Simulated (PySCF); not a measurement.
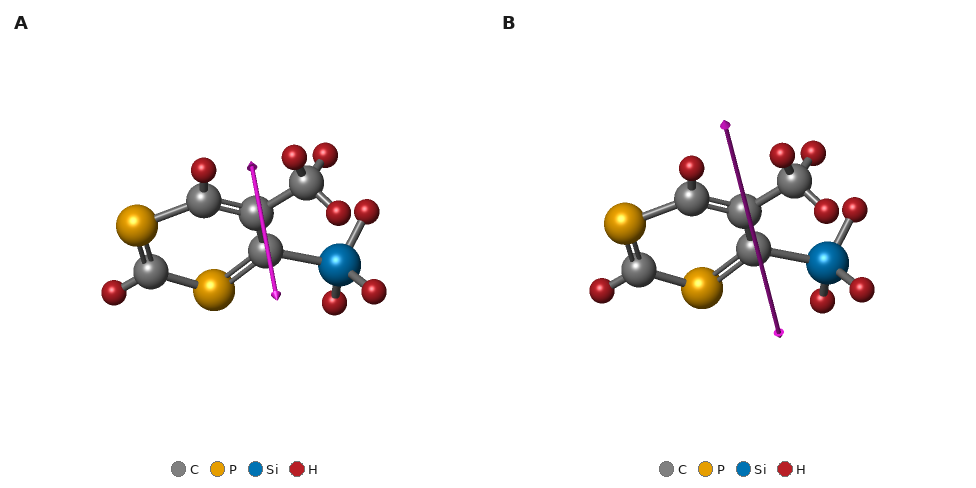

The double arrows show the directions of two transition dipoles from the ground state (lengths mean nothing). The geometry was computed by an optimisation with GFN2-xTB. No frequency run is at hand to confirm it as a minimum. Level of theory: TDDFT CAM-B3LYP/def2-SVPD, vertical, gas phase, core orbitals frozen in the response (PySCF 2.14.0).

**One belongs to singlet state 1 and one to singlet state 7. Which is which?**

A: state 1, 4.08 eV (304 nm), oscillator strength 0.017, mainly HOMO−1 → LUMO (weight 0.98).
B: state 7, 5.45 eV (228 nm), oscillator strength 0.31, of mixed character, with the largest part HOMO−2 → LUMO (weight 0.40).

The geometry is semi-empirical. Around P, Si such bond lengths and angles can be off by a tenth of an ångström or more and by several degrees, and values that hang on the shape move with them.
